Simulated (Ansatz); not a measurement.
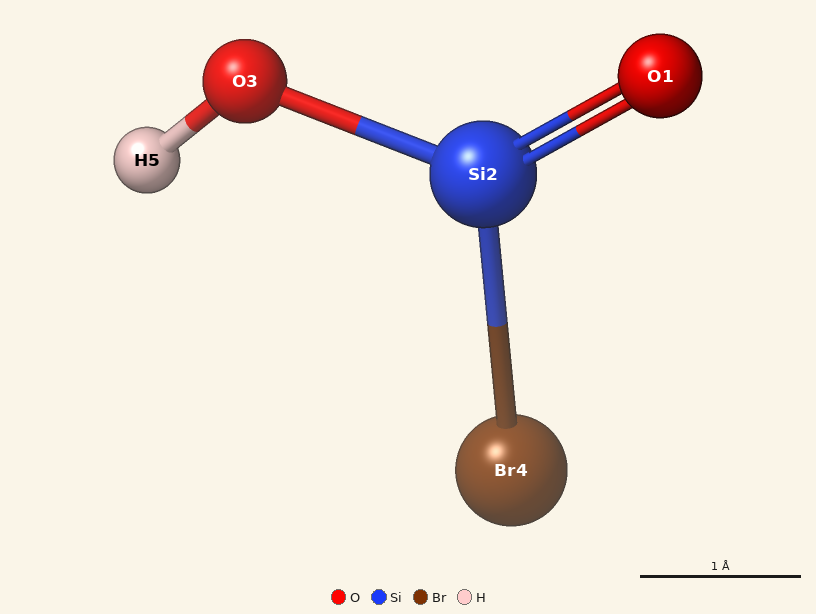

Orthographic view. Depth is shown by fading: the farther an atom, the more it takes the colour of the background. Computed geometry: PBE0-D4/def2-TZVP optimisation. No frequency run is at hand to confirm it as a minimum.

Write a MOL file (V2000) with the atoms in numerical order, bonds sorted by atom number with the orders drawn, and coordinates in the frame of the picture: x right, y up, z towards the viewer, origin at the mean position.

```
BrHO2Si
                    3D

  5  4  0  0  0  0  0  0  0  0999 V2000
    1.5700    0.7300    1.0600 O   0  0  0  0  0  0  0  0  0  0  0  0
    0.4600    0.1100    0.2500 Si  0  0  0  0  0  4  0  0  0  0  0  0
   -1.0300    0.6900    0.0700 O   0  0  0  0  0  0  0  0  0  0  0  0
    0.6400   -1.7400   -0.9000 Br  0  0  0  0  0  0  0  0  0  0  0  0
   -1.6400    0.2000   -0.4800 H   0  0  0  0  0  0  0  0  0  0  0  0
  1  2  2  0
  2  3  1  0
  2  4  1  0
  3  5  1  0
M  END
```
